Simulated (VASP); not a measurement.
Band structure of PbSe (rock salt). Calculation: TPSS meta-GGA, VASP's PBE PAW potentials (set 64) (plane waves; VASP).

Unless said otherwise, spin-orbit coupling is left out, though it shifts the bands of the heavy elements here.

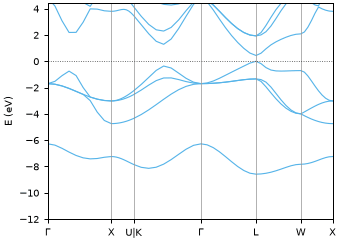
Fig. 1. Bands along high-symmetry lines, zero at the valence-band maximum or, without a gap, the Fermi level

Task: Read the plot: is there a gap, and where are the band edges?

Result: The gap is direct, 0.44 eV, from the valence maximum at L to the conduction minimum at L.

The compound is PbSe in the rock salt structure. It was relaxed first.
